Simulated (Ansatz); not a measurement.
Input

```
crystal:
  periodic: [false, false, false]
  atoms:
    - { symbol: Al, position_ang: [0.277029, -0.917527, 0.123465] }
    - { symbol: O, position_ang: [-0.067568, 2.151167, -0.545844] }
    - { symbol: O, position_ang: [1.050068, -0.896431, 1.611324] }
    - { symbol: O, position_ang: [1.09593, -1.29635, -1.290862] }
    - { symbol: H, position_ang: [-0.962646, 1.825642, -0.634538] }
    - { symbol: Se, position_ang: [-2.08843, -0.706912, -0.146158] }
    - { symbol: H, position_ang: [0.21371, 2.359425, -1.425016] }
    - { symbol: H, position_ang: [0.828106, -0.629598, 2.483948] }
    - { symbol: H, position_ang: [2.002921, -1.509701, -1.426092] }
    - { symbol: H, position_ang: [-2.34922, -0.379715, 1.249672] }
basis:
  gaussian: { orbitals: def2-SVP }
hamiltonian:
  xc: hf
relax:
  f_tol: 0.03
  max_steps: 50
output:
  orbitals: {}
```

Run with:

```sh
ansatz run input.yaml --threads 2 --pin off --max-ram 3072MiB --backend cpu --events-out ev --progress --plain --runs-dir out
```

The fields are those of the relaxed geometry.

Level of theory: RHF/def2-SVP in Ansatz 0.2.0.

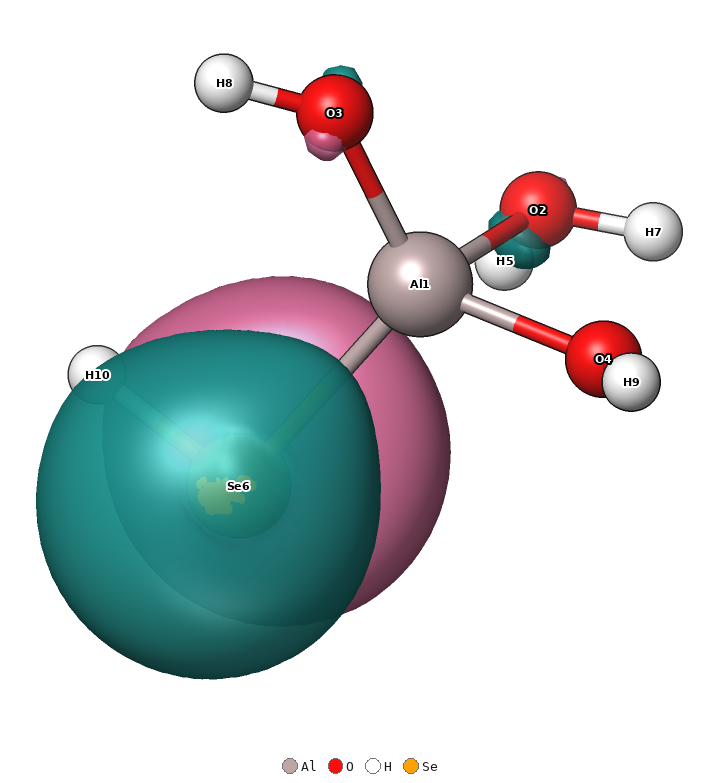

AlH5O3Se. The HOMO at ±0.1 Å⁻³ᐟ² (teal and pink are the two phases), seen from one side.

What is the character of this orbital?

Its weight (Hirshfeld) is mainly on Se6 (about 85 %); largely a lone pair of Se6. Its energy is −9.04 eV.
